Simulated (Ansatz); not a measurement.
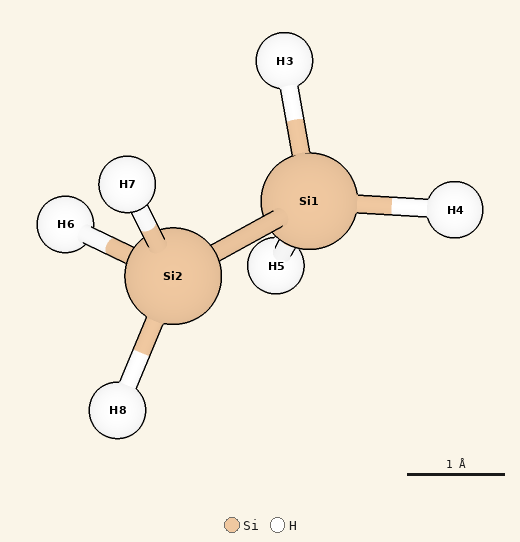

**Figure 1.** The structure (ball-and-stick view, seen at a tilt; atoms are numbered from 1 in the order of the input). Bond lengths as drawn: H–Si 1.50 to 1.60 Å and Si–Si 2.36 Å.

# What a change does: single-point calculation on Si2H6

System: Si2H6.
Method of the first run: RKS wB97M-V/def2-TZVPPD (Ansatz 0.2.0).

The input adds 1 ghost centres (basis functions without nuclei or electrons, not drawn) at the places of a partner molecule, so the energy is that in the basis of the pair. The geometry comes from this level: PBE0-D4/def2-TZVPD. Text and figures count atoms from 1; the logs count them from 0 in places.

**Input file, the first run**
```yaml
crystal:
  periodic: [false, false, false]
  atoms:
    - {symbol: Si, position_ang: [0.107811, 1.097497, 0.605909]}
    - {symbol: Si, position_ang: [-0.112549, -0.924546, -0.585652]}
    - {symbol: H, position_ang: [1.497093, 1.220723, 1.170291]}
    - {symbol: H, position_ang: [-0.150842, 2.457020, 0.000735]}
    - {symbol: H, position_ang: [-0.771947, 1.081168, 1.826410]}
    - {symbol: H, position_ang: [0.333824, -1.526465, 0.822390]}
    - {symbol: H, position_ang: [1.094037, -1.541267, -1.251144]}
    - {symbol: H, position_ang: [-1.408121, -1.697105, -0.524418]}
basis:
  gaussian:
    orbitals: "def2-TZVPPD.json"
    ghost_atoms:
      - {symbol: F, position_ang: [-0.589405, -0.167026, -2.064623]}
hamiltonian: {xc: {name: wB97M-V}}
```

Launched with:
```bash
ansatz run in.yaml --threads 4 --pin off --events-out ev --progress --plain --max-ram 9574MiB
```

Hardware: 4 threads of Arm Neoverse V1, 23 GiB of memory available, shared host.

**Output (the first run)**
```
Functional definition: wB97M-V
  parameter omega = 0.3/bohr
  parameter cx = 0.15
  parameter cx01 = 1.007
  parameter cx10 = 0.259
  parameter css00 = 0.443
  parameter css04 = -1.437
  parameter css10 = -4.535
  parameter css20 = -3.390
  parameter css43 = 4.278
  parameter cos00 = 1.000
  parameter cos10 = 1.358
  parameter cos20 = 2.924
  parameter cos21 = -8.812
  parameter cos60 = -1.390
  parameter cos61 = 9.142
  parameter b = 6.0
  parameter c = 0.01
  gx(w, u) = 1 - cx + cx01*u + cx10*w
  gss(w, u) = css00 + css04*u^4 + css10*w + css20*w^2 + css43*w^4*u^3
  gos(w, u) = cos00 + cos10*w + (cos20 + cos21*u)*w^2 + (cos60 + cos61*u)*w^6
  exchange = spin_sum(e_x_unif_sr(omega)*gx(b97_w, b97_u_x)) + cx*exact_x_sr(omega) + exact_x_lr(omega)
  correlation = spin_sum(e_c_pw_mod_same_spin*gss(b97_w, b97_u_same))
      + integral(e_c_pw_mod_opposite_spin*gos(b97_w_opposite, b97_u_opposite)) + vv10(b, c)
1166 factors; their error is unknown
347 factors; integrals over basis functions are off by at most 2.0e-5 eV
mean field evaluation 1: about -15849.8427 eV, gradient 1.1e1 eV
mean field evaluation 2: about -15850.2291 eV, gradient 3.9e0 eV
mean field evaluation 4: about -15850.2747 eV, gradient 2.1e-1 eV
mean field evaluation 8: about -15850.2871 eV, gradient 4.0e-2 eV
mean field evaluation 16: about -15850.2871 eV, gradient 1.3e-5 eV
mean field -15850.28707725 eV, -582.4873063784 hartree, gradient 1.3e-5 eV, S^2 0.000000; 0 other end points of the search recorded, 0 dependent functions left out
reference -15850.28713872 eV, -582.4873086375 hartree; 17, 17 occupied and 221, 221 virtual orbitals, 1166 factors
Total energy: -15850.28713872 eV, -582.4873086375 hartree
```

For the second run the input was changed thus:
```diff
-    - {symbol: Si, position_ang: [0.107811, 1.097497, 0.605909]}
-    - {symbol: Si, position_ang: [-0.112549, -0.924546, -0.585652]}
-    - {symbol: H, position_ang: [1.497093, 1.220723, 1.170291]}
-    - {symbol: H, position_ang: [-0.150842, 2.457020, 0.000735]}
-    - {symbol: H, position_ang: [-0.771947, 1.081168, 1.826410]}
-    - {symbol: H, position_ang: [0.333824, -1.526465, 0.822390]}
-    - {symbol: H, position_ang: [1.094037, -1.541267, -1.251144]}
-    - {symbol: H, position_ang: [-1.408121, -1.697105, -0.524418]}
+    - {symbol: Si, position_ang: [0.084155, 1.090793, 0.523043]}
+    - {symbol: Si, position_ang: [-0.136205, -0.931249, -0.668518]}
+    - {symbol: H, position_ang: [1.473437, 1.214019, 1.087425]}
+    - {symbol: H, position_ang: [-0.174499, 2.450317, -0.082131]}
+    - {symbol: H, position_ang: [-0.795604, 1.074464, 1.743544]}
+    - {symbol: H, position_ang: [0.310168, -1.533168, 0.739523]}
+    - {symbol: H, position_ang: [1.070381, -1.547971, -1.334011]}
+    - {symbol: H, position_ang: [-1.431777, -1.703809, -0.607285]}
```

What does this change do to the results?

With the same method and basis, the second run lies 0.01 kcal/mol lower.

**Output (the second run)**
```
Functional definition: wB97M-V
  parameter omega = 0.3/bohr
  parameter cx = 0.15
  parameter cx01 = 1.007
  parameter cx10 = 0.259
  parameter css00 = 0.443
  parameter css04 = -1.437
  parameter css10 = -4.535
  parameter css20 = -3.390
  parameter css43 = 4.278
  parameter cos00 = 1.000
  parameter cos10 = 1.358
  parameter cos20 = 2.924
  parameter cos21 = -8.812
  parameter cos60 = -1.390
  parameter cos61 = 9.142
  parameter b = 6.0
  parameter c = 0.01
  gx(w, u) = 1 - cx + cx01*u + cx10*w
  gss(w, u) = css00 + css04*u^4 + css10*w + css20*w^2 + css43*w^4*u^3
  gos(w, u) = cos00 + cos10*w + (cos20 + cos21*u)*w^2 + (cos60 + cos61*u)*w^6
  exchange = spin_sum(e_x_unif_sr(omega)*gx(b97_w, b97_u_x)) + cx*exact_x_sr(omega) + exact_x_lr(omega)
  correlation = spin_sum(e_c_pw_mod_same_spin*gss(b97_w, b97_u_same))
      + integral(e_c_pw_mod_opposite_spin*gos(b97_w_opposite, b97_u_opposite)) + vv10(b, c)
1166 factors; their error is unknown
347 factors; integrals over basis functions are off by at most 2.1e-5 eV
mean field evaluation 1: about -15849.8431 eV, gradient 1.1e1 eV
mean field evaluation 2: about -15850.2296 eV, gradient 3.9e0 eV
mean field evaluation 4: about -15850.2751 eV, gradient 2.1e-1 eV
mean field evaluation 8: about -15850.2875 eV, gradient 4.1e-2 eV
mean field evaluation 16: about -15850.2875 eV, gradient 1.3e-5 eV
mean field -15850.28749224 eV, -582.4873216289 hartree, gradient 1.3e-5 eV, S^2 0.000000; 0 other end points of the search recorded, 0 dependent functions left out
reference -15850.28755353 eV, -582.4873238814 hartree; 17, 17 occupied and 221, 221 virtual orbitals, 1166 factors
Total energy: -15850.28755353 eV, -582.4873238814 hartree
```

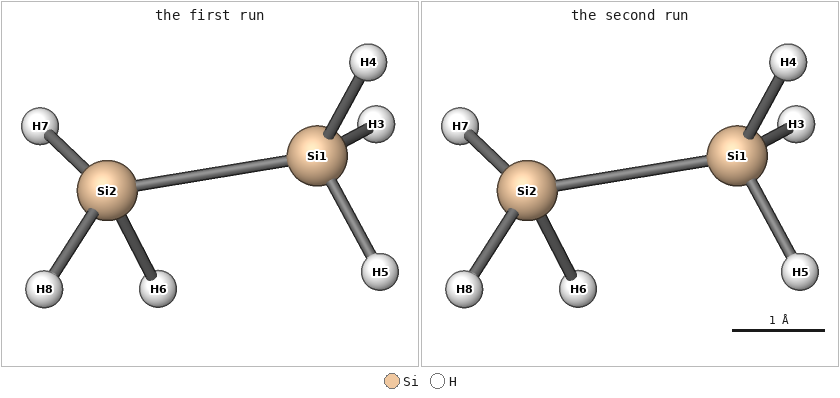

**Figure 2.** The two input geometries at one scale (ball-and-stick view, seen at a tilt). No atom moves by more than 0.005 Å after the best rigid fit.

**The two runs side by side**

| quantity | the first run | the second run |
| --- | --- | --- |
| outcome | converged | converged |
| total energy (hartree) | −582.487309 | −582.487324 |
| basis functions | 238 | 238 |
| wall time (shared host) | 9 s | 7 s |
